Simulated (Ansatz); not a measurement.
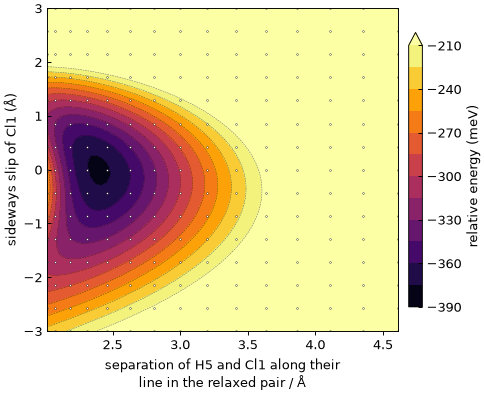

The pair Cl···H₃N, charge −1. Coordinates scanned: (1) separation of H5 and Cl1 along their line in the relaxed pair; (2) sideways slip of Cl1. Nothing is relaxed (both partners rigid). The scan uses a 15 × 15 grid. Points are written as (first, second). Energies are in meV, from the ion and the molecule far apart, frozen as in the relaxed pair, each in its own basis (no counterpoise correction). All numbers below come from RKS BHLYP-D4/def2-TZVPD in Ansatz.

Drawn: filled contours, dots at the grid points, one colour for all values above the top of the scale. Between grid points the surface is interpolated.

Estimate the position of the minimum and the force constants in these coordinates.

Answer. The interpolated minimum is at the first coordinate ≈ 2.396 Å, sideways slip of Cl1 ≈ 0.00 Å. The curvatures there are about 0.94 eV/Å² and 0.083 eV/Å², with a cross term of about 0.075 eV/Å². Round the minimum the valley is somewhat tilted: raising the first coordinate shifts the best value of sideways slip of Cl1 downwards (coupling k₁₂/√(k₁₁k₂₂) about 0.3).
